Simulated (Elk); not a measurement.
Band structure of K (Im-3m, 1 atom in the cell).

```yaml
crystal:
  lattice:
    - [-2.67058, 2.67058, 2.67058]
    - [2.67058, -2.67058, 2.67058]
    - [2.67058, 2.67058, -2.67058]
  atoms:
    - { symbol: K, position: [0.00000, 0.00000, 0.00000] }
```

Method: PBE, all-electron FP-LAPW, Elk's shipped species files, APW+lo basis with extra local orbitals in Elk 10.2.4.

Settings: xctype = 20; rgkmax = 7.5; stype = 0; swidth = 0.00367493 Ha; ngridk = 12 12 12; gmaxvr = 14 1/bohr; nxlo = 2; lorbcnd = true; lmaxi = 2; maxscl = 100.

The starting cell comes from a database of computed structures (which also holds hypothetical and non-ambient phases and stackings), without a prior relaxation at this level. Its lattice was rescaled by a random factor within 2.5 % of one. Values depend on the basis (sphere radii, cutoffs, local orbitals), which need not be converged.

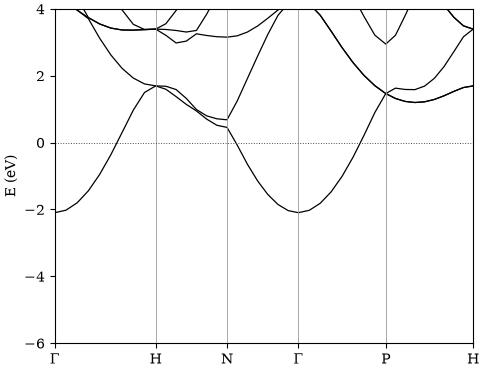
Figure: Bands along the path, energies from the Fermi level.

Levels in eV from the Fermi level, bands 1 to 8:
```json
[
 {"point": "Γ", "1": "-32.14", "2": "-15.59", "3": "-15.59", "4": "-15.59", "5": "-2.10", "6": "4.25", "7": "4.25", "8": "4.25"},
 {"point": "H", "1": "-32.13", "2": "-15.64", "3": "-15.64", "4": "-15.64", "5": "1.70", "6": "1.70", "7": "3.39", "8": "3.39"},
 {"point": "N", "1": "-32.13", "2": "-15.65", "3": "-15.61", "4": "-15.59", "5": "0.46", "6": "0.68", "7": "3.15", "8": "4.78"},
 {"point": "P", "1": "-32.13", "2": "-15.62", "3": "-15.62", "4": "-15.62", "5": "1.47", "6": "1.47", "7": "1.47", "8": "2.95"}
]
```

Bands cross the Fermi level along this path, so the cell is metallic at this level.
